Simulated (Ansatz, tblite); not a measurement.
**The cluster In₈P₇Cl₃: spin states and exact exchange**

Aim: set other spin states of the cluster In₈P₇Cl₃ against its singlet, on many levels of theory.

The runs use Ansatz 0.2.0, Gaussian basis; as each input shows.

Plan: triplet, at the geometry of the singlet (GFN1-xTB, GFN2-xTB, PBE0-D4/def2-TZVP, PBE-D4/def2-TZVP); the singlet's energies come from earlier runs.

1 further run of the same task is left out (for a known fault of the program).

## Step 1: The relaxed structure

The singlet was relaxed beforehand with r2SCAN-D4/def2-SVP.

18 atoms, charge 0, spin multiplicity 1.

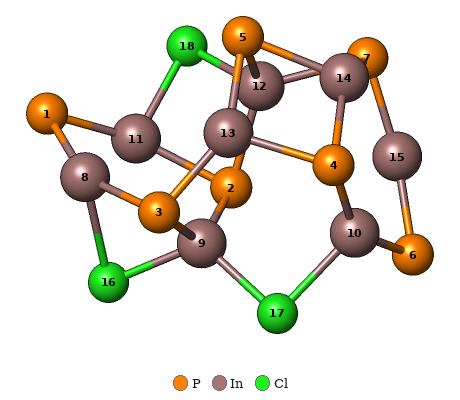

The geometry (phosphorus orange, indium brown, chlorine green); atoms are numbered from 1 in the order of the file.

In takes a core potential in the def2 sets. No spin-orbit coupling is included.

## Step 2: Triplet at the fixed geometry, GFN1-xTB

Tight binding, by tblite at 300 K electronic temperature and without a spin-polarisation term:

```python
tblite.interface.Calculator('GFN1-xTB', numbers, positions, charge=0, uhf=2).singlepoint()
```

Energy -1190.8546 eV; 0.25 s.

## Step 3: Triplet at the fixed geometry, GFN2-xTB

Tight binding, by tblite at 300 K electronic temperature and without a spin-polarisation term:

```python
tblite.interface.Calculator('GFN2-xTB', numbers, positions, charge=0, uhf=2).singlepoint()
```

Energy -1127.7396 eV; 0.41 s.

## Step 4: Triplet at the fixed geometry, PBE0-D4/def2-TZVP

The input, in.yaml:

```yaml
crystal:
  periodic: [false, false, false]
  atoms:
    - {symbol: P, position_ang: [0.018728, 1.140772, -4.697167]}
    - {symbol: P, position_ang: [0.974992, -1.483324, -0.784787]}
    - {symbol: P, position_ang: [-3.152109, 0.729873, -1.089032]}
    - {symbol: P, position_ang: [-1.532119, 1.158693, 2.846156]}
    - {symbol: P, position_ang: [0.778356, 3.092198, 0.234099]}
    - {symbol: P, position_ang: [0.655417, -2.968190, 3.592720]}
    - {symbol: P, position_ang: [3.212593, 0.848710, 2.305260]}
    - {symbol: In, position_ang: [-1.897561, 0.739138, -3.275961]}
    - {symbol: In, position_ang: [-1.559532, -1.294200, -0.776946]}
    - {symbol: In, position_ang: [-0.921971, -1.247626, 2.846475]}
    - {symbol: In, position_ang: [1.077800, -0.251047, -2.994094]}
    - {symbol: In, position_ang: [1.997374, 0.776941, -0.032927]}
    - {symbol: In, position_ang: [-1.412936, 1.872286, 0.310922]}
    - {symbol: In, position_ang: [0.878065, 1.957951, 2.555485]}
    - {symbol: In, position_ang: [2.211080, -1.258490, 3.018963]}
    - {symbol: Cl, position_ang: [-2.122344, -2.153498, -3.056710]}
    - {symbol: Cl, position_ang: [-2.571943, -2.503797, 1.209801]}
    - {symbol: Cl, position_ang: [3.366111, 0.843608, -2.212246]}
basis:
  gaussian: {orbitals: def2-TZVP, fitting: {mean_field: def2-universal-jkfit}}
magnetization: {spin_polarized: true, initial_magnetization: 2}
hamiltonian: {xc: pbe0, dispersion: d4}
scf: {omitted_lower_state_checks: [starts]}
output: {orbitals: {seedname: orbitals}}
```

On the command line:

```sh
> ansatz run in.yaml --threads 2 --pin off --events-out ev --progress --plain --max-ram 32768MiB --backend cuda --devices 0, --max-vram 18GiB
```

Standard output:

```text
Functional definition: PBE0
  name "PBE0"
  cite "Adamo & Barone, J. Chem. Phys. 110, 6158 (1999) doi:10.1063/1.478522"
  cite "Perdew, Burke & Ernzerhof, Phys. Rev. Lett. 77, 3865 (1996) doi:10.1103/PhysRevLett.77.3865"
  parent pbe
  parameter a = 0.25
  parameter kappa = 0.804
  parameter beta = 0.06672455060314922
  exchange = (1 - a)*pbe_x(kappa = kappa, mu = beta*pi^2/3) + a*exact_x
  correlation = pbe_c(beta = beta)
these checks for a lower state are left out or cut short: starts
3024 factors; integrals over basis functions are off by at most 4.6e-1 eV
mean field evaluation 1: about -143949.3105 eV, gradient 4.5e1 eV
mean field evaluation 2: about -143879.1694 eV, gradient 1.0e2 eV
mean field evaluation 4: about -143960.1215 eV, gradient 8.7e0 eV
mean field evaluation 8: about -143960.8361 eV, gradient 1.2e0 eV
mean field evaluation 16: about -143960.8733 eV, gradient 3.1e-2 eV
mean field evaluation 32: about -143960.8733 eV, gradient 5.2e-5 eV
mean field -143960.87331248 eV, -5290.4645140490 hartree, gradient 2.2e-5 eV, S^2 2.012445; 0 other end points of the search recorded, 0 dependent functions left out
reference -143960.87338042 eV, -5290.4645165458 hartree; 163, 161 occupied and 607, 609 virtual orbitals, 3024 factors
Total energy: -143962.89219035 eV, -5290.5387064424 hartree
Checks for a lower state left out: starts
```

Run time: 38 s. Hardware: 1 × H100 (card shared with other runs) with 2 threads of AMD EPYC 7R13, shared host; peak host memory 1.5 GiB.

HOMO -4.67 eV, LUMO -4.60 eV (over both spins); ⟨S²⟩ 2.012 (pure: 2.00).

## Step 5: Triplet at the fixed geometry, PBE-D4/def2-TZVP

start.molden holds the orbitals of an earlier run on this state, given as this run's starting guess.

in.yaml: that of step 4 with these lines changed.

```diff
@@ -22,5 +22,5 @@
 basis:
-  gaussian: {orbitals: def2-TZVP, fitting: {mean_field: def2-universal-jkfit}}
+  gaussian: {orbitals: def2-TZVP, fitting: {mean_field: def2-universal-jkfit}, initial_orbitals: start.molden}
 magnetization: {spin_polarized: true, initial_magnetization: 2}
-hamiltonian: {xc: pbe0, dispersion: d4}
+hamiltonian: {xc: pbe, dispersion: d4}
 scf: {omitted_lower_state_checks: [starts]}
```

Launched as before.

Standard output:

```text
Functional definition: PBE
  name "PBE"
  cite "Perdew, Burke & Ernzerhof, Phys. Rev. Lett. 77, 3865 (1996) doi:10.1103/PhysRevLett.77.3865"
  parent pbe
  parameter kappa = 0.804
  parameter beta = 0.06672455060314922
  exchange = pbe_x(kappa = kappa, mu = beta*pi^2/3)
  correlation = pbe_c(beta = beta)
these checks for a lower state are left out or cut short: starts
3024 factors; integrals over basis functions are off by at most 4.6e-1 eV
mean field evaluation 1: about -143952.8567 eV, gradient 1.8e1 eV
mean field evaluation 2: about -143953.4982 eV, gradient 9.1e-1 eV
mean field evaluation 4: about -143953.4078 eV, gradient 4.6e0 eV
mean field evaluation 8: about -143953.6134 eV, gradient 2.9e-1 eV
mean field evaluation 16: about -143953.6173 eV, gradient 2.2e-5 eV
mean field -143953.61730162 eV, -5290.1978605683 hartree, gradient 2.3e-6 eV, S^2 2.008907; 0 other end points of the search recorded, 0 dependent functions left out
reference -143953.61739139 eV, -5290.1978638671 hartree; 163, 161 occupied and 607, 609 virtual orbitals, 3024 factors
Total energy: -143955.82766983 eV, -5290.2790901018 hartree
Checks for a lower state left out: starts
```

It took 37 s on 1 × H100 (card shared with other runs) with 2 threads of AMD EPYC 7R13, shared host; peak host memory 1.4 GiB.

From the report: HOMO -4.20 eV, LUMO -5.50 eV (over both spins; with the spin held, an empty level of the minority spin lies below the top filled one); ⟨S²⟩ 2.009 (pure: 2.00).

## Step 6: Triplet less singlet, vertical

The singlet's energies are those of its earlier runs, whose logs aren't repeated here.

```
            level  triplet less singlet, vertical (eV)    time
         GFN1-xTB                               +1.911  0.44 s
         GFN2-xTB                               +1.423   0.7 s
 PBE-D4/def2-TZVP                               +1.249    60 s
PBE0-D4/def2-TZVP                               +1.384    68 s
```

Times add the two runs; a level without a time comes out of a correlated run. Tight binding without a spin term can't rank spin states.

## Step 7: Outcome

| quantity | value |
| --- | --- |
| triplet less singlet, vertical, functionals in def2-TZVP | +1.249 (PBE-D4) to +1.384 eV (PBE0-D4) |

What this shows: All functionals put the triplet above the singlet, over a spread of 0.135 eV. The checks for a lower triplet were left out, so another state of that spin may lie lower. These are electronic energies, without zero-point motion, entropy or surroundings.
